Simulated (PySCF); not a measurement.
## Electronic structure of C$_{2}$H$_{4}$ClN$_{3}$Si (SMILES [SiH3]n1ncc(Cl)n1) in real space

```xyz
11

Si   -2.0670    0.0008   -0.1805
N    -0.2987   -0.0361   -0.1390
N     0.4092   -1.1434   -0.0072
C     1.6680   -0.7656    0.0451
C     1.6844    0.6401   -0.0612
Cl    3.0195    1.6815   -0.0569
N     0.4373    1.0614   -0.1737
H    -2.5208    0.3241    1.1709
H    -2.3890    1.0479   -1.1417
H    -2.4147   -1.3525   -0.5915
H     2.4773   -1.4556    0.1496
```

Geometry: GFN2-xTB.

Theory: PBE0/pcSseg-1, SCF density, gas phase, non-relativistic in PySCF.

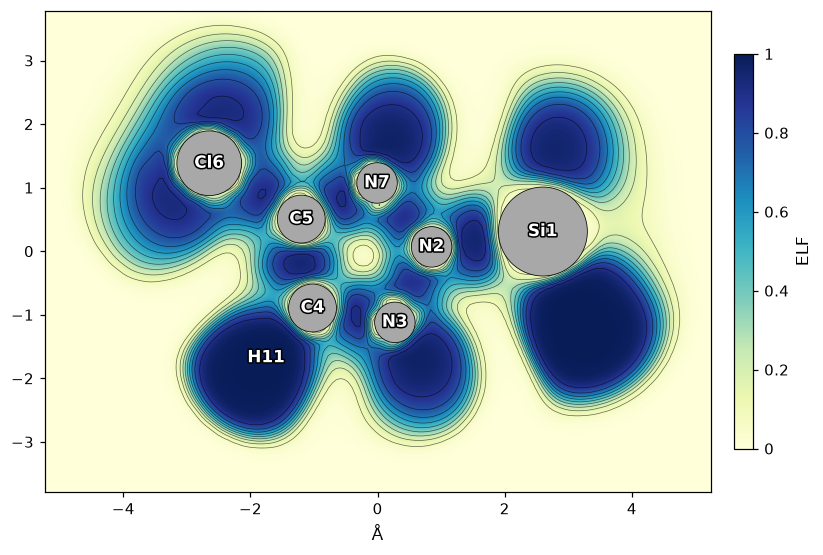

Figure 1. Electron localisation function on the plane of atoms N2, N3 and C4. Grey discs cover the atomic cores.

Q: What does the map show?

A: The section cuts through Si, N, C, Cl and H sites.
C–N (1.32 Å): the ELF peaks at about 0.90 between the atoms: localised, covalent bonding.
N–N (1.32 Å): the ELF peaks at about 0.90 between the atoms; a covalent bond.
C–C (1.41 Å): the ELF peaks at about 0.95 between the atoms (localised, covalent bonding).
C–Cl (1.69 Å): the ELF peaks at about 0.90 between the atoms, as expected for a covalent bond.
Si–N (1.77 Å): the ELF peaks at about 0.95 between the atoms: a polar covalent bond.
The ELF also peaks beside N3, Cl6 and N7, away from the bonds: lone-pair regions.

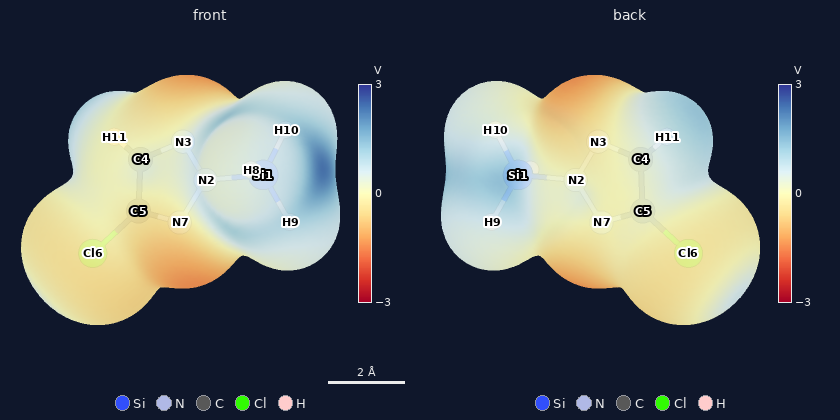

Figure 2. The molecular electrostatic potential painted on the density surface at 0.002 e/bohr³, seen from the front and from behind; red is negative and blue positive.

Q: Which sites attract a positive test charge, and which a negative one?

A: A positive charge is drawn to the negative regions and a negative charge to the positive ones. The most negative region (about −1.4 V, or −32 kcal/mol for a unit charge) lies over N3 and N7, the most positive (about +2.3 V, or +53 kcal/mol for a unit charge) over Si1. Cl6 shows a σ-hole: about +0.7 V, or +16 kcal/mol for a unit charge at the tip opposite its bond, against about −0.4 V, or −9 kcal/mol for a unit charge on its flanks.

Q: What dipole moment does the calculation give?

A: Its dipole moment is 1.75 D.
